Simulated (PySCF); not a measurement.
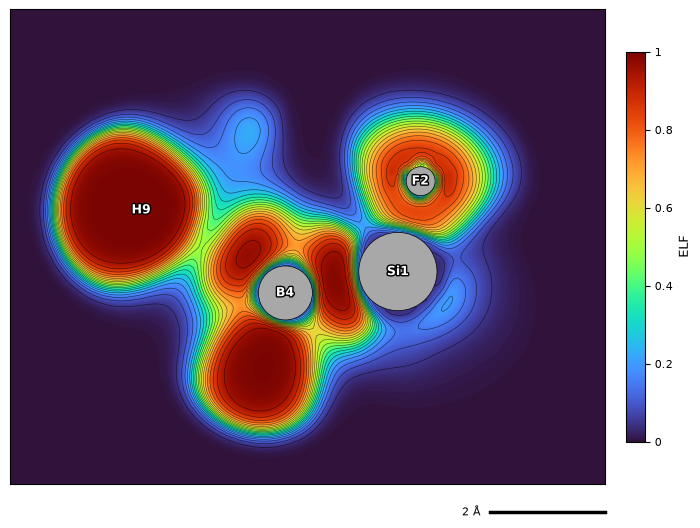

BClF$_{2}$H$_{4}$Si$_{2}$ (SMILES F[Si](F)(Cl)B[SiH3]). ELF on the plane of atoms F2, Si1 and B4. Grey discs cover the atomic cores.

Geometry: PBE0-D3(BJ)/def2-SVP.

Theory: PBE0/pcSseg-2, SCF density, gas phase, non-relativistic (PySCF 2.14.0).

Input

```
{"job": {"kind": "nmr", "xc": "PBE0", "basis": "pcSseg-2"}, "charge": 0, "multiplicity": 1}
Si    -1.713644    -0.169963    -0.214549
F     -1.992848    -0.901635     1.193348
F     -2.789513    -0.790109    -1.239396
B      0.182474    -0.152250    -0.784224
Si     1.702688     0.018186     0.523270
Cl    -2.114703     1.832387     0.010606
H      0.423050    -0.096514    -1.965743
H      1.299129    -0.156346     1.949816
H      2.752176    -0.994161     0.181243
H      2.292443     1.384301     0.346487
```

Launched as:

```sh
OMP_NUM_THREADS=1 python cluster_run.py task.json out
```

Question: Interpret the plot.

Answer: The section cuts through Si, F, B and H sites. Si–F (1.61 Å): the ELF peaks at about 0.85 in the valence shell of F, 0.5 Å from its nucleus, and is about 0.55 at the midpoint. Si–B (1.98 Å): the ELF peaks at about 1 between the atoms, as expected for a covalent bond. The ELF also peaks beside F2, away from the bonds: lone-pair regions.
